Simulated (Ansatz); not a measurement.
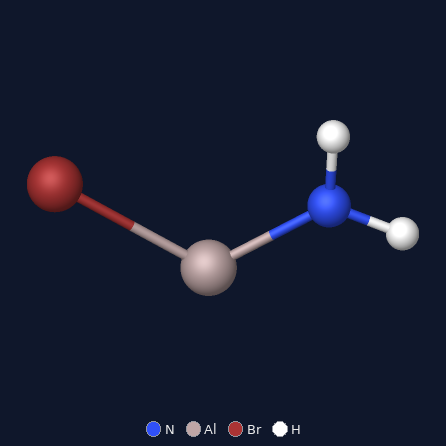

Charge 0, doublet. Computed geometry: PBE0-D4/def2-TZVP optimisation. No frequency run is at hand to confirm it as a minimum.

Draw it as a skeletal formula.

SMILES: [NH2][Al][Br]

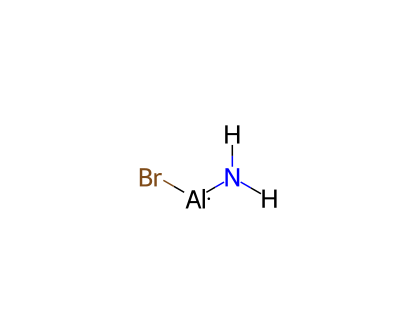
